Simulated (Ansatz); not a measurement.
**What La3AlC (Pm-3m) distorts into**

Aim: this structure of La3AlC (Pm-3m) is to be tested for unstable modes, and one is followed downhill.

Main program and level: Ansatz 0.2.0; DFT PBEsol, scalar-relativistic, plane waves, PAW; PAW set soft_1.

## (1) Starting point

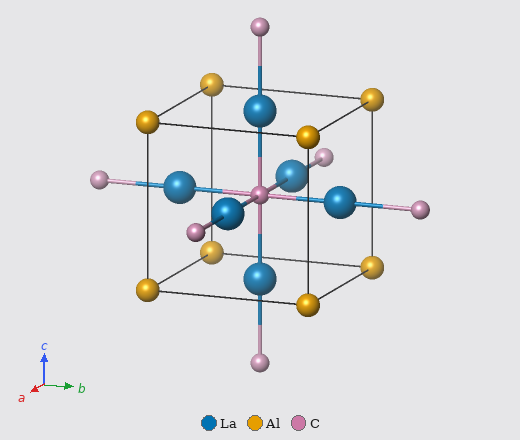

Start, viewed slightly off an axis; lanthanum blue, aluminium orange, carbon pink. Some periodic images of atoms are drawn too.

Coordinates:

```cif
data_structure
_symmetry_space_group_name_H-M 'P 1'
_symmetry_Int_Tables_number 1
_cell_length_a 5.1318
_cell_length_b 5.1318
_cell_length_c 5.1318
_cell_angle_alpha 90.000
_cell_angle_beta 90.000
_cell_angle_gamma 90.000
_cell_volume 135.15
loop_
_atom_site_label
_atom_site_type_symbol
_atom_site_fract_x
_atom_site_fract_y
_atom_site_fract_z
_atom_site_occupancy
La1 La 0.50000 0.50000 0.00000 1
La2 La 0.50000 0.00000 0.50000 1
La3 La 0.00000 0.50000 0.50000 1
Al4 Al 0.00000 0.00000 0.00000 1
C5 C 0.50000 0.50000 0.50000 1
```

## (2) The dispersion

The cell comes from relaxations at this level that are not shown. Stability and thermal properties need the whole zone. Linear response on a 2×2×2 q mesh gives force constants as far as a supercell of that size would.

File input.yaml:

```yaml
crystal:
  lattice:
    - [5.1318379723, 0.0, 0.0]
    - [0.0, 5.1318379723, 0.0]
    - [0.0, 0.0, 5.1318379723]
  atoms:
    - { symbol: La, position: [0.5, 0.5, 0.0] }
    - { symbol: La, position: [0.5, 0.0, 0.5] }
    - { symbol: La, position: [0.0, 0.5, 0.5] }
    - { symbol: Al, position: [0.0, 0.0, 0.0] }
    - { symbol: C, position: [0.5, 0.5, 0.5] }
kpoints:
  mp_grid: { grid: [8, 8, 8] }
hamiltonian:
  xc: pbesol
  pseudopotentials: { kind: paw, azcp: { folder: soft_1 }, xc_functional: pbe }
scf:
  occupations: { method: methfessel_paxton, width: 0.2 }
output:
  eigenvalues: true
phonons:
  method: dfpt
  qmesh: [2, 2, 2]
  temperatures: { t_max: 1000, t_step: 50 }
  qpath:
    path:
      - [[0.0, 0.0, 0.0], [0.0, 0.5, 0.0], [0.5, 0.5, 0.0], [0.0, 0.0, 0.0], [0.5, 0.5, 0.5], [0.0, 0.5, 0.0]]
      - [[0.5, 0.5, 0.5], [0.5, 0.5, 0.0]]
    npoints: 10
```

Command:

```bash
$ ansatz run input.yaml --threads 4 --pin off --max-ram 10240MiB --backend cpu --events-out ev --progress --plain --runs-dir out
```

Numbers of over 12 decimals in the logs are rounded to 6 here.

The log of the run:

```text
Engine: ansatz 0.2.0, aarch64-unknown-linux-gnu
Pseudopotentials: kind: paw
Pseudopotential: La, paw, valence charge 11, recommended cutoff 420 eV (normal), soft_1/La.paw.azcp
Pseudopotential: Al, paw, valence charge 3, recommended cutoff 420 eV (normal), soft_1/Al.paw.azcp
Pseudopotential: C, paw, valence charge 4, recommended cutoff 420 eV (normal), soft_1/C.paw.azcp
Functional definition: PBEsol
  exchange = pbesol_x
  correlation = pbesol_c
Crystal: 5 atoms, lattice volume = 135.151 Å³
Basis set: ecut = 420 eV, 2601 PW (Γ), exchange–correlation on 72×72×72 points (8 copies of the dense FFT grid, shifted against one another)
Bands: 25, of which v1, the nominal top of the filled ones, is band 20 counted from 1 (19 counted from 0)
Symmetry: 48 space group operations
k-points: 35 of 512
Non-local potential: La, projectors of the file, l = 0: 3, l = 1: 2, l = 2: 2, l = 3: 3
Non-local potential: Al, projectors of the file, l = 0: 2, l = 1: 2, l = 2: 1
Non-local potential: C, projectors of the file, l = 0: 2, l = 1: 2, l = 2: 1
PAW form: soft (Blöchl's): semilocal exchange-correlation on the pseudo side does not see the compensation charge
PAW frozen core: La, regenerated for the run's functional, and the local potential with it (the file was generated under x = pbe(κ = 0.804, μ = 0.219515), c = pbe(β = 0.066725))
PAW frozen core: Al, regenerated for the run's functional, and the local potential with it (the file was generated under x = pbe(κ = 0.804, μ = 0.219515), c = pbe(β = 0.066725))
PAW frozen core: C, regenerated for the run's functional, and the local potential with it (the file was generated under x = pbe(κ = 0.804, μ = 0.219515), c = pbe(β = 0.066725))
PAW one-centre angular grid: La, 590 points (default); XC on 64 Gauss nodes
PAW one-centre angular grid: Al, 110 points (default); XC on 64 Gauss nodes
PAW one-centre angular grid: C, 110 points (default); XC on 64 Gauss nodes
Initial density: superposition of atomic densities (chi_scale 0.1, normalization cell, long waves kept (reshape's long-wave potential 0.00 eV rms))
Initial wavefunctions: pseudopotential atomic-orbital guess
Functional: x = pbesol(κ = 0.804, μ = 0.123457), c = pbesol(β = 0.046)
SCF iter   1: F=—  HF=-19257.926140 eV  |F-HF|=—  |Δ(HF+E_count)|=         —  Δρ=4.44e-2  dr2=7.86e0  ethr=3.10e-3  ⟨swp⟩=5.0  Hψ=4090  notcnv=0
preconditioner: auto → Kerker (q_TF=auto, 2.227 Å⁻¹)  [metal: Δε(μ)=0.013 eV  Ē_g=10.992 eV  σ=0.200 eV  W_gap=0.06  n_scr=26 (ndim 8)  ℏωp=18.6 eV  f_vac=0.000  D(μ)=4.64/eV (n_scr^D=32)]
SCF iter   2: F=—  HF=-19256.622729 eV  |F-HF|=—  |Δ(HF+E_count)|=    1.30e0  S|Δr|=    0.00e0  Δρ=1.77e-2  dr2=6.38e-1  ethr=3.10e-3  ⟨swp⟩=5.2  Hψ=6522  notcnv=0
automatic band count: the SCF goes on with 30 bands, as 25 were too few: they end inside the smearing window of the response
SCF iter   3: F=—  HF=-19256.492504 eV  |F-HF|=—  |Δ(HF+E_count)|=   1.30e-1  S|Δr|=    0.00e0  Δρ=9.38e-3  dr2=2.01e-1  ethr=1.59e-3  ⟨swp⟩=1.1  Hψ=1336  notcnv=0
SCF iter   4: F=—  HF=-19256.443777 eV  |F-HF|=—  |Δ(HF+E_count)|=   4.87e-2  S|Δr|=    0.00e0  Δρ=1.64e-3  dr2=5.53e-3  ethr=5.03e-4  ⟨swp⟩=2.3  Hψ=1452  notcnv=0
SCF iter   5: F=—  HF=-19256.443562 eV  |F-HF|=—  |Δ(HF+E_count)|=   2.15e-4  S|Δr|=    0.00e0  Δρ=6.38e-4  dr2=1.57e-3  ethr=1.38e-5  ⟨swp⟩=2.0  Hψ=1654  notcnv=0  defer=93
SCF iter   6: F=—  HF=-19256.443360 eV  |F-HF|=—  |Δ(HF+E_count)|=   2.01e-4  S|Δr|=    0.00e0  Δρ=1.13e-4  dr2=2.33e-5  ethr=3.93e-6  ⟨swp⟩=2.0  Hψ=1149  notcnv=0  defer=93
SCF iter   7: F=—  HF=-19256.443355 eV  |F-HF|=—  |Δ(HF+E_count)|=   5.14e-6  S|Δr|=    0.00e0  Δρ=2.92e-5  dr2=1.39e-6  ethr=5.83e-8  ⟨swp⟩=2.1  Hψ=1625  notcnv=0  defer=93
SCF iter   8: F=—  HF=-19256.443355 eV  |F-HF|=—  |Δ(HF+E_count)|=   3.58e-7  S|Δr|=    0.00e0  Δρ=7.85e-6  dr2=1.31e-7  ethr=3.48e-9  ⟨swp⟩=2.3  Hψ=1214  notcnv=0  defer=97
SCF iter   9: F=—  HF=-19256.443355 eV  |F-HF|=—  |Δ(HF+E_count)|=   1.33e-8  S|Δr|=    0.00e0  Δρ=1.52e-6  dr2=5.21e-9  ethr=3.28e-10  ⟨swp⟩=2.1  Hψ=1108  notcnv=0  defer=97
SCF iter  10: F=—  HF=-19256.443355 eV  |F-HF|=—  |Δ(HF+E_count)|=   1.01e-9  S|Δr|=    0.00e0  Δρ=2.21e-7  dr2=6.40e-11  ethr=1.30e-11  ⟨swp⟩=2.5  Hψ=1560  notcnv=0  defer=97
SCF iter  11: F=-19256.443355 eV  HF=-19256.443355 eV  |F-HF|=3.64e-12  |Δ(HF+E_count)|=  7.28e-12  S|Δr|=    0.00e0  Δρ=3.88e-8  dr2=1.93e-12  ethr=1.00e-12  ⟨swp⟩=17.4  Hψ=7065  notcnv=0
SCF 1 converged in 11 iterations: F = -19256.443355 eV  dr2 = 1.93e-12
  greatest PAW one-centre occupation: 0.971 electrons in one spin orbital (limit 2), on the La atom at site 0 (counted from 0), in its partial waves of l = 0
Initial density: read from a saved state, or passed on in memory by an earlier SCF of this step, an earlier step, the calling program or the single point that the run made first
iter 1 solved again at ethr=7.75e-8 eV; its pass at ethr=3.10e-3 eV (dr2=3.10e-5 eV) is discarded
SCF iter   1: F=—  HF=-19256.443356 eV  |F-HF|=—  |Δ(HF+E_count)|=         —  Δρ=4.41e-7  dr2=9.44e-11  ethr=7.75e-8  ⟨swp⟩=5.4  Hψ=7425  notcnv=0
eigensolver tolerance schedule: the retry pair's looser diagonalisation over-reported the residual by 328187.28 of it (diagonalisation noise at an unbounded share of the residual, at the tolerance the schedule requests for it); recorded, not acted on — ethr = c·dr2/N_el stays at c = 1.0e-1
preconditioner: auto → Kerker (q_TF=auto, 2.227 Å⁻¹)  [metal: Δε(μ)=0.021 eV  Ē_g=10.778 eV  σ=0.200 eV  W_gap=0.09  n_scr=26 (ndim 8)  ℏωp=18.6 eV  f_vac=0.000  D(μ)=4.38/eV (n_scr^D=26)]
SCF iter   2: F=—  HF=-19256.443355 eV  |F-HF|=—  |Δ(HF+E_count)|=   1.08e-6  S|Δr|=    0.00e0  Δρ=2.02e-7  dr2=1.54e-11  ethr=1.00e-12  ⟨swp⟩=4.0  Hψ=3013  notcnv=0
SCF iter   3: F=—  HF=-19256.443355 eV  |F-HF|=—  |Δ(HF+E_count)|=  1.09e-11  S|Δr|=    0.00e0  Δρ=1.43e-7  dr2=8.02e-12  ethr=1.00e-12  ⟨swp⟩=2.6  Hψ=1867  notcnv=0
SCF iter   4: F=-19256.443355 eV  HF=-19256.443355 eV  |F-HF|=7.28e-12  |Δ(HF+E_count)|=  7.28e-12  S|Δr|=    0.00e0  Δρ=6.55e-8  dr2=1.99e-12  ethr=1.00e-12  ⟨swp⟩=2.0  Hψ=1721  notcnv=0
SCF 2 converged in 4 iterations: F = -19256.443355 eV  dr2 = 1.99e-12
  greatest PAW one-centre occupation: 0.971 electrons in one spin orbital (limit 2), on the La atom at site 2 (counted from 0), in its partial waves of l = 0
phonons: the bands overlap, so this run is a metal and interpolates without the dipole-dipole term. If the crystal is really an insulator or semiconductor, its LO-TO splitting is missing
NSCF: frozen V_eff on 35 k-points
WARN: eigensolver did not converge in 12 slots of this pass, the one above among them; of largest residual over every band (k=14): 1 band(s) unlocked (lowest unlocked band 29, counted from 0; max residual 1.38e-2 eV among the unlocked bands, 1.38e-2 eV over every band); of lowest unlocked band (k=1): band 29
NSCF: frozen V_eff on 125 k-points
DFPT response loops at q = (0, 0, 0) (fractional): preconditioner auto → Kerker (q_TF=auto, 2.227 Å⁻¹) (partly filled bands, converged f_vac=0.000); β = 1.00, the filter's whole step (`scf.mixing.beta` (0.50) is not read by the response loops under this deck's `scf.mixing.preconditioner`; to damp them name `kerker` or `kerker_dos`, under which they read `scf.mixing.beta`, and type it under 1.00, their step now; both keys bind the ground state too); Broyden in place of MSR1
NSCF: frozen V_eff on 250 k-points
DFPT response loops at q = (0, 0, -0.5) (fractional): mixed as the last ones told, above
NSCF: frozen V_eff on 250 k-points
DFPT response loops at q = (0, -0.5, -0.5) (fractional): mixed as the last ones told, above
NSCF: frozen V_eff on 250 k-points
DFPT response loops at q = (-0.5, -0.5, -0.5) (fractional): mixed as the last ones told, above
SCF converged after 11 iterations
Stability not checked: this state was not tested for a lower state beside it, because cold or Methfessel-Paxton smearing, or corrected tetrahedra, fill the levels in a way that the test cannot read (fill_not_monotonic; see scf.lower_state_search)
Free energy (F): -19256.443355 eV
Harris-Foulkes:  -19256.443355 eV  (|F-HF|=3.64e-12)
Internal energy: -19256.438816 eV  (E = F + TS)
E sigma→0 (E₀):  -19256.442220 eV
Entropy (-TS):   -0.004539 eV (-0.908 meV/atom)
Fermi energy:    9.856791 eV
--- Per-component energies (eV) ---
  E_band       = -123.482704
  E_kinetic    = 663.653759
  E_local      = -1290.106209  (includes V_loc(G=0)·N_el)
  E_nonlocal   = 301.737156
  E_hartree    = 477.540422
  E_xc         = -508.206777
  E_vxc        = -519.310898  (∫ρ·V_xc dr)
  E_paw        = -16539.429849  (= ΣΔE_a)
  E_vpaw       = -234.537363  (= ΣTr[D̂ρ^β])
  E_aug_tail   = 0.000009  (compensation charges beyond the density's cutoff)
  E_ewald      = -2362.174674
  E_core_change = 0.547348  (= ΣΔE_core)
  E_smearing   = -0.004539  (= −TS)
  E_closure    = 0.000000  (closes the sum)
  Σ components = -19256.443355   (vs F -19256.443355, Δ=0.00e0)
--- Band table (eV; the first three rows and the last of 35) ---
  k-point 0: bands = [... 16 lower, 9.2980, 9.2980, 9.2980, 9.9927, 9.9927, 9.9927, 10.9090, 10.9090, ... 6 higher]
  k-point 1: bands = [... 16 lower, 9.2863, 9.3076, 9.3433, 9.6201, 10.0299, 10.0299, 10.8040, 10.8829, ... 6 higher]
  k-point 2: bands = [... 16 lower, 9.2938, 9.2938, 9.4666, 9.7273, 9.9539, 9.9539, 10.8419, 11.0449, ... 6 higher]
  k-point 34: bands = [... 16 lower, 6.7167, 10.3203, 10.3203, 10.3203, 11.0799, 11.0799, 11.0799, 11.6517, ... 6 higher]
--- Phonons (Γ-DFPT): 4 representative perturbations + reference (Σ response iterations 13) ---
  ASR residual: 3.921e-5 → 0.000e0 eV/Å²; symmetrization residual: 1.066e-6 eV/Å²
  ASR residual per site (eV/Å²): 3.92e-5 3.92e-5 3.92e-5 5.14e-6 1.59e-5
  Γ frequencies (cm⁻¹): -168.67 -168.67 -168.67 -49.49 -49.49 -49.49 0.00 0.00 0.00 122.77 122.77 122.77 137.78 137.78 137.78
--- Phonons (arbitrary-q DFPT): 4 irreducible q on the 2×2×2 mesh ---
  q = [0.0000, 0.0000, 0.0000] (star 1, of the zone-centre solve; hermiticity 3.31e-7, symmetrization 8.41e-13): -168.67 -168.67 -168.67 -49.49 -49.49 -49.49 -0.00 -0.00 0.00 122.77 122.77 122.77 137.78 137.78 137.78
  q = [0.0000, 0.0000, -0.5000] (star 3, 9 solved perturbations in 975 linear systems a pass and spin channel, the states on 125 of 512 k-point pairs; hermiticity 2.02e-7, symmetrization 7.98e-9): -117.09 -117.09 54.51 59.74 59.74 61.58 61.58 84.81 129.40 139.35 139.35 140.08 140.08 163.75 382.08
  q = [0.0000, -0.5000, -0.5000] (star 3, 9 solved perturbations in 975 linear systems a pass and spin channel, the states on 125 of 512 k-point pairs; hermiticity 1.18e-7, symmetrization 7.01e-9): 7.78 63.74 63.74 66.73 66.73 94.04 103.58 113.95 149.11 149.53 149.53 157.15 255.06 379.23 379.23
  q = [-0.5000, -0.5000, -0.5000] (star 1, 4 solved perturbations in 350 linear systems a pass and spin channel, the states on 125 of 512 k-point pairs; hermiticity 4.84e-8, symmetrization 5.49e-9): -25.09 -25.09 -25.09 93.66 93.66 93.66 117.65 117.65 126.72 126.72 126.72 188.41 391.17 391.17 391.17
  sum rule: each row above includes the acoustic sum rule's correction from the zone centre's row sums; it moved no ω² by more than (0.60 cm⁻¹)²
  mesh force constants: q→R imaginary residual 2.95e-18; ASR residual 3.921e-5 → 0.000e0 eV/Å²; symmetrization residual 3.553e-15 eV/Å²
  interpolated dispersion: 62 rows × 15 modes
  density of states and harmonic sums: on the 12×12×12 q-mesh, interpolated from the force constants of a 2×2×2 supercell (no non-analytic term)
  largest difference from the sums on the solved wave vectors: F 2.99e-1 eV, S 3.99e-4 and C_V 1.02e-4 eV/K
  zero-point energy: 0.114862 eV/cell   skipped modes (ω ≤ 0): 125, of them read as no rigid motion or as one in doubt: 122 (1.089e0 modes/cell left out, lowest -168.67 cm⁻¹)   left out of the sums: 7.27e-2 of the cell's modes: C_V's classical limit lies that fraction below 3 k_B per atom; for a crystal, a wire or a layer, F and S can be off by more, and a phonons.interpolated_qmesh denser along its periods is the remedy for the sampling
```

The job ended after 5.5 min (4 threads of Arm Neoverse V2, shared host; peak memory 1.7 GiB; 21 min of CPU time).

Numbers from this step:

```
volume per atom                                         : 27.03 Å³
gap on the k-mesh                                       : 0 eV
sum-rule residual before enforcement                    : 3.92e-5 eV/Å²
lowest frequency on the path                            : -168.7 cm⁻¹
point group                                             : m-3m
highest frequency on the path or at a solved wavevector : 391.2 cm⁻¹
highest optical mode at the zone centre (no LO-TO term) : 137.8 cm⁻¹
lowest optical zone-centre mode                         : -168.7 cm⁻¹
lowest mode on the q mesh (acoustic modes at Γ apart)   : -168.7 cm⁻¹
```

Frequencies (cm⁻¹) solved at each irreducible wavevector; negative means imaginary. Frequencies by wavevector, by row:

| q in reciprocal lattice units | star | mode 1 | mode 2 | mode 3 | mode 4 | mode 13 | mode 14 | mode 15 |
| --- | --- | --- | --- | --- | --- | --- | --- | --- |
| 0 0 0 | 1 | -168.7 | -168.7 | -168.7 | -49.5 | 137.8 | 137.8 | 137.8 |
| 0 0 -0.5 | 3 | -117.1 | -117.1 | 54.5 | 59.7 | 140.1 | 163.8 | 382.1 |
| 0 -0.5 -0.5 | 3 | 7.8 | 63.7 | 63.7 | 66.7 | 255.1 | 379.2 | 379.2 |
| -0.5 -0.5 -0.5 | 1 | -25.1 | -25.1 | -25.1 | 93.7 | 391.2 | 391.2 | 391.2 |

Interpolated from a 2×2×2 q mesh. The phonon branches at the labelled points (cm⁻¹):

| point | branch 1 | branch 2 | branch 3 | branch 4 | branch 12 | branch 13 | branch 14 | branch 15 |
| --- | --- | --- | --- | --- | --- | --- | --- | --- |
| Γ | -169 | -169 | -169 | -50 | 123 | 138 | 138 | 138 |
| X | -117 | -117 | 54 | 60 | 140 | 140 | 164 | 382 |
| M | 8 | 64 | 64 | 67 | 157 | 255 | 379 | 379 |
| Γ | -169 | -169 | -169 | -50 | 123 | 138 | 138 | 138 |
| R | -25 | -25 | -25 | 94 | 188 | 391 | 391 | 391 |
| X | -117 | -117 | 54 | 60 | 140 | 140 | 164 | 382 |
| jump to R | -25 | -25 | -25 | 94 | 188 | 391 | 391 | 391 |
| M | 8 | 64 | 64 | 67 | 157 | 255 | 379 | 379 |

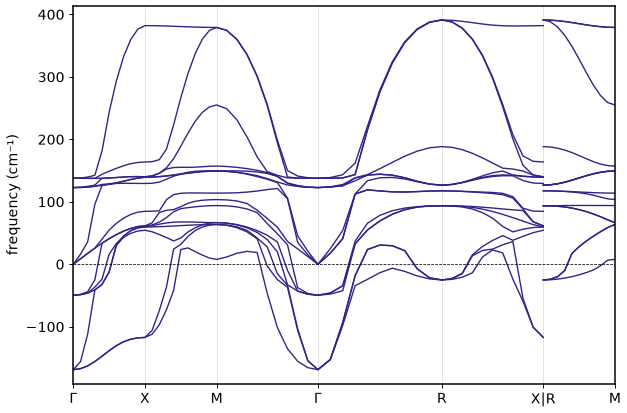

Phonon branches along the path.

Symmetry leaves 4 wavevectors to solve. The lowest mode among them, the acoustic zeros apart, lies at Γ and is imaginary, 168.7i cm⁻¹, so the energy falls along it.

## (3) The mode frozen in, largest atomic shift 0 Å

The mode followed lies at Γ with frequency 168.7i cm⁻¹ and is 3-fold degenerate, the softest among the wavevectors solved. At small amplitude the distorted cell has space group no. 99 by a symmetry search on the positions. The undistorted cell that holds it gives the zero of energy on the same k mesh.

input.yaml, the sections that differ from step 2:

```yaml
output:
  forces: true
  stress: true
  eigenvalues: true
# crystal, kpoints, hamiltonian, scf: as in step 2
# phonons: removed
```

The log of the run:

```text
[...]
Crystal: 5 atoms, lattice volume = 135.151 Å³
Basis set: ecut = 420 eV, 2601 PW (Γ), exchange–correlation on 72×72×72 points (8 copies of the dense FFT grid, shifted against one another)
Bands: 25, of which v1, the nominal top of the filled ones, is band 20 counted from 1 (19 counted from 0)
Symmetry: 48 space group operations
[...]
k-points: 35 of 512
[...]
k-point 0: bands = [... 16 lower, 9.2980, 9.2980, 9.2980, 9.9928, 9.9928, 9.9928, 10.9090, 10.9090, ... 1 higher]
  k-point 1: bands = [... 16 lower, 9.2863, 9.3076, 9.3433, 9.6202, 10.0299, 10.0299, 10.8040, 10.8829, ... 1 higher]
  k-point 2: bands = [... 16 lower, 9.2938, 9.2938, 9.4666, 9.7273, 9.9539, 9.9539, 10.8419, 11.0449, ... 1 higher]
  k-point 34: bands = [... 16 lower, 6.7167, 10.3203, 10.3203, 10.3203, 11.0799, 11.0799, 11.0799, 11.6517, ... 1 higher]
[key lines of the parts left out:]
SCF converged after 9 iterations
Free energy (F): -19256.443355 eV
Fermi energy:    9.856795 eV
P = ⅓ Tr σ = -0.0001 GPa (-0.001 kbar)
```

The job ended after 2.7 s (4 threads; peak memory 0.48 GiB; 9.7 s of CPU time).

This step gave:

```
pressure                         : -6.43e-5 GPa
energy from the undistorted cell : 0 meV/atom
```

The run ends at a pressure of 0.00 GPa.

## (4) The mode frozen in, largest atomic shift 0.14 Å

The atoms are moved along the unstable eigenvector, the largest shift by 0.14 Å, with the cell fixed.

input.yaml, the sections that differ from step 3:

```yaml
crystal:
  lattice:
    - [5.1318379723, 0.0, 0.0]
    - [0.0, 5.1318379723, 0.0]
    - [0.0, 0.0, 5.1318379723]
  atoms:
    - { symbol: La, position: [0.5, 0.5007894359, 0.0] }
    - { symbol: La, position: [0.5, 0.0004873858, 0.5] }
    - { symbol: La, position: [0.0, 0.5007894359, 0.5] }
    - { symbol: Al, position: [0.0, 0.0015067229, 0.0] }
    - { symbol: C, position: [0.5, 0.4727193258, 0.5] }
# kpoints, hamiltonian, scf, output: as in step 3
```

The log of the run:

```text
[...]
Crystal: 5 atoms, lattice volume = 135.151 Å³
Basis set: ecut = 420 eV, 2601 PW (Γ), exchange–correlation on 72×72×72 points (8 copies of the dense FFT grid, shifted against one another)
Bands: 25, of which v1, the nominal top of the filled ones, is band 20 counted from 1 (19 counted from 0)
Symmetry: 8 space group operations
[...]
k-points: 75 of 512 (time reversal used)
[...]
k-point 0: bands = [... 16 lower, 9.1601, 9.1673, 9.2830, 9.9801, 10.1363, 10.1363, 10.9144, 10.9219, ... 1 higher]
  k-point 1: bands = [... 16 lower, 9.0986, 9.3116, 9.3379, 9.8128, 10.0210, 10.1606, 10.8152, 10.8910, ... 1 higher]
  k-point 2: bands = [... 16 lower, 9.1170, 9.4103, 9.4466, 9.7306, 9.9537, 10.0899, 10.8496, 11.0347, ... 1 higher]
  k-point 74: bands = [... 16 lower, 6.7631, 10.3321, 10.3340, 10.3340, 11.0432, 11.0781, 11.0781, 11.6390, ... 1 higher]
[key lines of the parts left out:]
SCF converged after 9 iterations
Free energy (F): -19256.448642 eV
Fermi energy:    9.893835 eV
P = ⅓ Tr σ = 0.0205 GPa (0.205 kbar)
```

Run time: 8 s. Hardware: 4 threads; peak memory 0.52 GiB.

This step gave:

```yaml
pressure: 0.02054 GPa
energy_from_the_undistorted_cell: -1.115 meV/atom
```

The energy, extrapolated to zero smearing, is -1.11 meV/atom against the undistorted cell.

The run ends at a pressure of 0.02 GPa, with forces up to 0.084 eV/Å.

(Continued in part 2 of 2.)

[Logs are printed without paths, hosts, clocks, repeated set-up lines and the standing remarks that a program may print on its own settings, such as how far it seeks lower states.]

[Hosts, paths, dates, database ids (printed as entryN), source tags and the programs' standing remarks are cut or masked in the printed files.]
